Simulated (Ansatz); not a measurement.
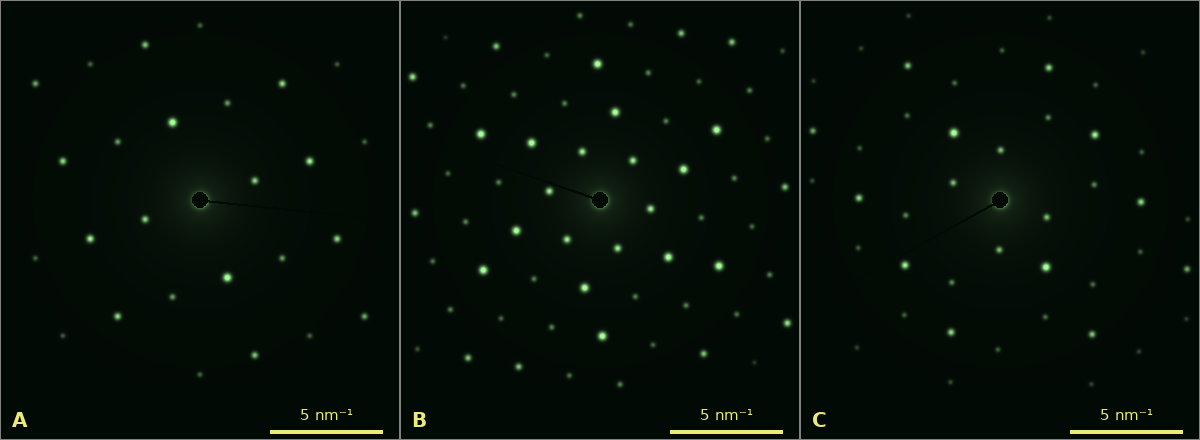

Kinematic electron diffraction patterns (120 kV, B = 0.5 Å², same scale, each along a low-index zone) of three structures of composition NaSc, each relaxed at zero pressure with Ansatz, DFT PBE, scalar-relativistic, plane waves, PAW. The runs are not spin-polarised.

The structures (standard cells):
1. Fd-3m (No. 227), a = 7.719 Å, 16 atoms; generated start, possibly hypothetical
2. P2_13 (No. 198), a = 6.110 Å, 8 atoms; generated start, possibly hypothetical
3. Pm-3m (No. 221), a = 3.820 Å, 2 atoms; generated start, possibly hypothetical

### Which pattern belongs to which structure, and along which zone?

A is structure 3 along [110] or an equivalent direction: rectangular net of 0 0 1 at d = 3.82 Å and 1 -1 0 at d = 2.70 Å, 90.0° apart. B is structure 2 along [111] or an equivalent direction: hexagonal net of -1 1 0 at d = 4.32 Å and -1 0 1 at d = 4.32 Å, 60.0° apart. C is structure 1 along [110] or an equivalent direction: centred rectangular net of -1 1 -1 at d = 4.46 Å and -1 1 1 at d = 4.46 Å, 70.5° apart (some points of this net are extinct or too weak to see).

### Rank the structures by their computed energy.

Structure 1 (Fd-3m, 28.75 Å³ an atom) is the lowest of these; structure 3 (Pm-3m, 27.86 Å³ an atom) lies about 37 meV an atom higher; structure 2 (P2_13, 28.51 Å³ an atom) lies about 60 meV an atom higher. These are static energies at 0 K; other structures, not shown, may lie lower still.
